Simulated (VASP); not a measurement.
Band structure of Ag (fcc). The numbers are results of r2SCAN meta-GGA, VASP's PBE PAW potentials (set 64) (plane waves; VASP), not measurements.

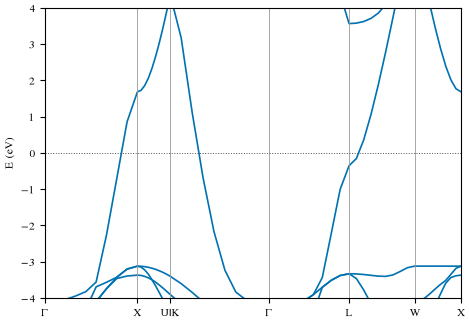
Fig. 1. Bands along high-symmetry lines, zero at the valence-band maximum or, without a gap, the Fermi level

Task: Read the plot: is there a gap, and where are the band edges?

Result: It has no gap at this level: it comes out as a metal or semimetal.

The compound is Ag in the fcc structure. It was relaxed first.
